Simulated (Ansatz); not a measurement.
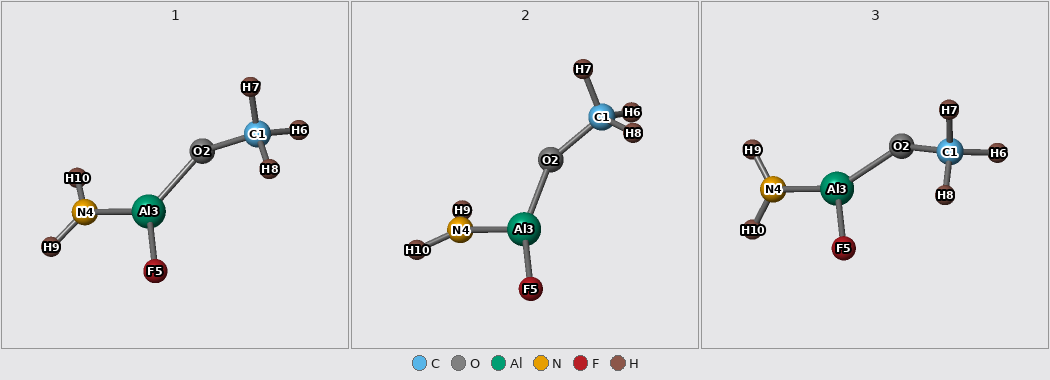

CH5AlFNO, SMILES C[O][Al]([NH2])[F]. 
- The first coordinate is: angle O2–Al3–N4; the second: dihedral O2–Al3–N4–H9.
- Nothing is relaxed (all other coordinates rigid).
- The grid has 13 × 12 points.
- Points are written as (first, second).
- Energies are in kcal/mol, from the lowest grid point.
- All numbers below come from Ansatz, RKS PBE0-D4/def2-TZVP.

The numbered pictures are structures from this grid.

**Rank them by energy, lowest first.**

1, at (120.3°, −180°): 0.0 kcal/mol; 3, at (142.8°, −30°): 10.9 kcal/mol; 2, at (90.3°, 30°): 20.8 kcal/mol.

The map, with the structures marked:

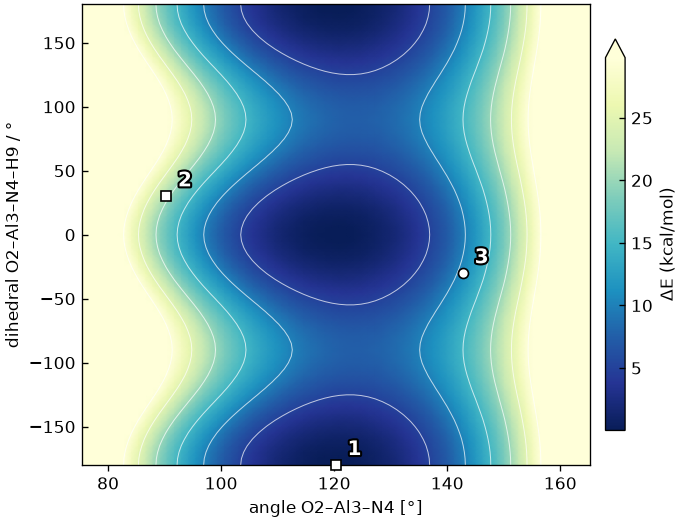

Drawn: a smooth colour map with a few white contour lines, one colour for all values above the top of the scale. Between grid points the surface is interpolated.
